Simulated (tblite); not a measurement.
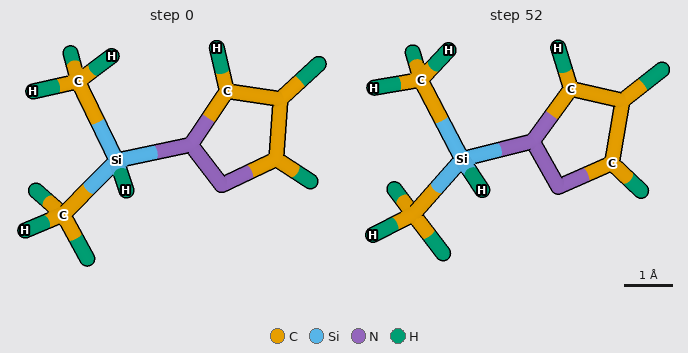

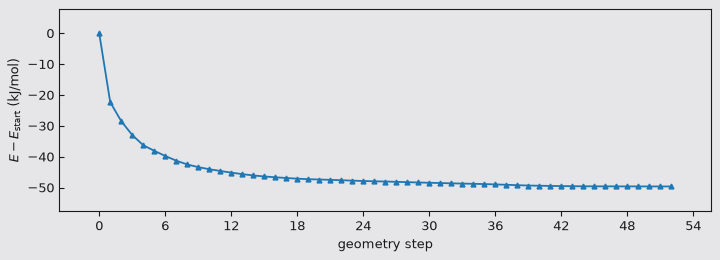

First and last geometry of a relaxation of C5H10N2Si, with the history of the run. The picture is a stick view, seen at a tilt.

These are results of GFN2-xTB geometry optimisation, gas phase in tblite 0.8.0, not measurements. 

Read the history and describe the run.

Answer. It converged. The atom that moves furthest after the best rigid fit is an H atom (0.34 Å). By element the largest moves are H 0.34 Å, C 0.20 Å, N 0.17 Å, Si 0.12 Å. Among the contacts that change: C–Si 1.837 → 1.892 Å, C–C 1.370 → 1.407 Å, C–N 1.345 → 1.312 Å, C–Si 1.874 → 1.900 Å. Bond angles that change, for instance: C–Si–N 113.8° → 106.1°, C–C–H 124.0° → 131.2°, N–C–H 127.8° → 120.8°. The energy falls by 49.6 kJ/mol in 52 geometry steps.
